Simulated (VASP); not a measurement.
Band structure of AlN (wurtzite). Computed with modified Becke-Johnson potential (mBJ), VASP's PBE PAW potentials (set 64) (plane waves; VASP 6.6.1).

mBJ is a potential without an energy functional, so only the levels count.

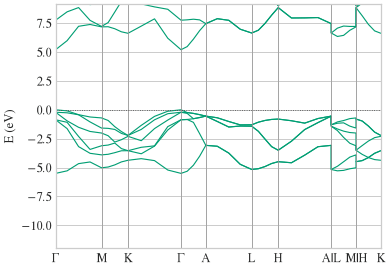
Fig. 1. Bands along high-symmetry lines, zero at the valence-band maximum or, without a gap, the Fermi level

Read the plot: is there a gap, and where are the band edges?

The gap is direct, 5.20 eV, from the valence maximum at Γ to the conduction minimum at Γ.

Measured: gap 6.51 eV (computed value off by -1.31 eV), as given by Martin Feneberg et al., Physical Review B (2010), doi:10.1103/physrevb.82.075208 [zero-point renormalisation of 0.417 eV (from the measured temperature dependence, row gaps:miglio2020:AlN_wz:gap_zpr, arXiv:2011.12765) added back].

The compound is AlN in the wurtzite structure. It was relaxed first. The cell's shape comes from a PBE relaxation.
